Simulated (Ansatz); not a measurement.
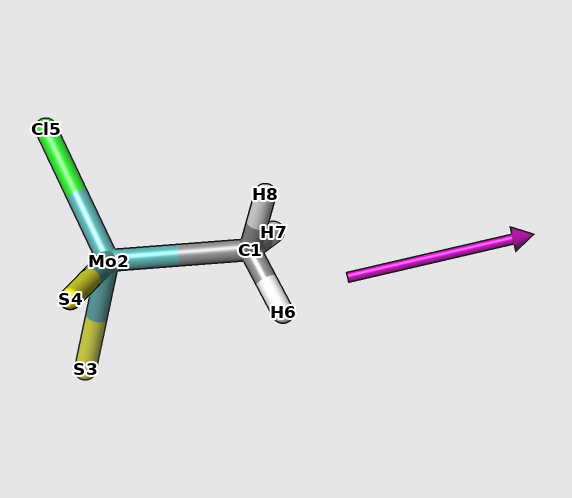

The arrow beside the molecule shows the direction of the dipole moment, from the negative to the positive end (its length means nothing). The species is neutral and a spin singlet. Computed geometry: PBE0-D4/def2-TZVP optimisation. Properties computed with RKS ωB97M-V/def2-TZVPP, core potentials on Mo (Ansatz 0.2.0).

**How large is the dipole moment?**

1.82 D; it points from the side of S3, S4 to the side of H6, H7, H8 (the outermost atoms at the two ends).
